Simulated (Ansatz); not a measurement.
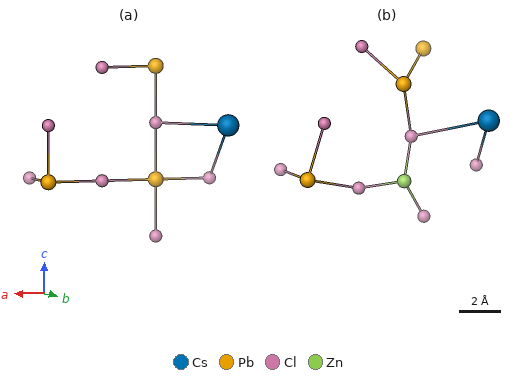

Left: perfect CsPbCl$_{3}$. Right: the same region with a pair of point defects, after relaxing the atoms in a supercell of 40 sites. The picture is a ball-and-stick view of the atoms within 5.4 Å of one point, in a slice 3.4 Å thick across the line of sight, seen from a free direction.

Level of theory: DFT, PBEsol, PAW, plane waves in Ansatz. (plane-wave cutoff 420 eV; k-point mesh 1 × 1 × 1; mesh shifted by (0.25, 0.25, 0.25); no spin polarisation) Fermi-Dirac smearing of 0.01 eV. The axes drawn are those of the host's conventional cell.

> Which defect is it?

A lead atom is replaced by zinc and an extra lead atom is put between the host's atoms (an interstitial), the two sites 4.0 Å apart.

The charge state of the cell is 0.

> What does the relaxation do around it?

In the host the Pb atom has 6 Cl at 2.81 Å; the Zn atom ends with 4 Cl at 2.27 to 2.29 Å. The Pb atom starts with 2 Cs at 2.81 Å, 4 Cl at 2.81 Å around its place and ends with 3 Cl at 2.76 to 3.03 Å, 1 Pb at 3.08 Å. Of the host's atoms, a lead atom moves furthest from its site, by 1.52 Å. The Zn atom itself moves 0.63 Å from where it was put. The Pb atom itself moves 2.99 Å from where it was put.
